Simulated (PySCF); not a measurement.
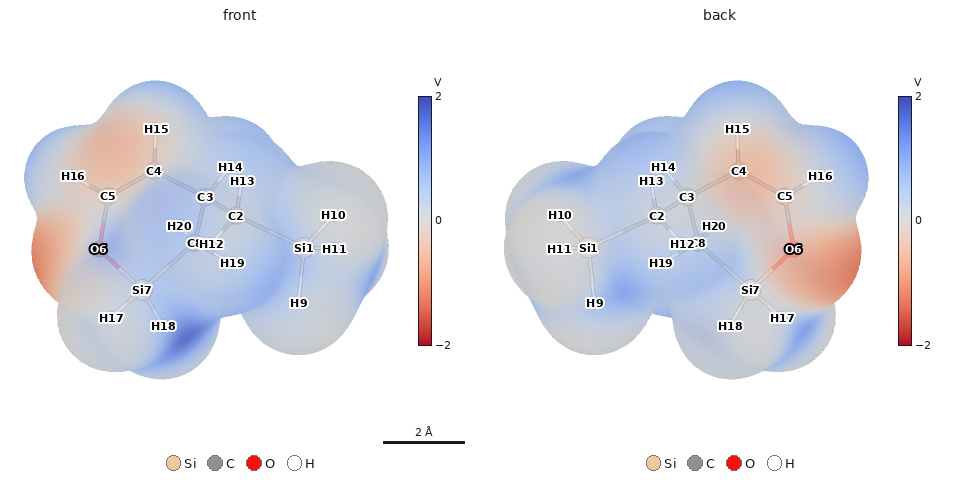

Figure 1: C5H12OSi2 (SMILES [SiH3]C[C@H]1C=CO[SiH2]C1). The electrostatic potential painted on the density surface at 0.002 e/bohr³, seen from the front and from behind; red is negative and blue positive.

Geometry: GFN2-xTB.

Method: PySCF, PBE0/pcSseg-1, SCF density, gas phase, non-relativistic.

```xyz
20

Si    2.4857    0.7063    0.7549
C     0.5953    0.7397    0.9539
C    -0.1204   -0.5870    0.6582
C    -1.5908   -0.4016    0.9197
C    -2.4722    0.0246    0.0273
O    -2.2143    0.3151   -1.2700
Si   -0.7842    0.0144   -2.0095
C     0.1353   -1.0858   -0.7678
H     2.8784    0.7455   -0.6563
H     3.0203   -0.5091    1.3757
H     3.0374    1.8827    1.4311
H     0.1722    1.5178    0.3154
H     0.3551    1.0279    1.9813
H     0.2610   -1.3358    1.3648
H    -1.9337   -0.5763    1.9278
H    -3.5161    0.1739    0.2735
H    -1.1456   -0.6857   -3.2369
H    -0.1221    1.2962   -2.2535
H     1.2069   -1.1473   -0.9473
H    -0.2533   -2.1048   -0.8455
```

> Which sites attract a positive test charge, and which a negative one?

A positive charge is drawn to the negative regions and a negative charge to the positive ones. The most negative region (about −1.2 V) lies over O6, the most positive (about +1.5 V) over Si7. O6 is the likeliest acceptor of a hydrogen bond.
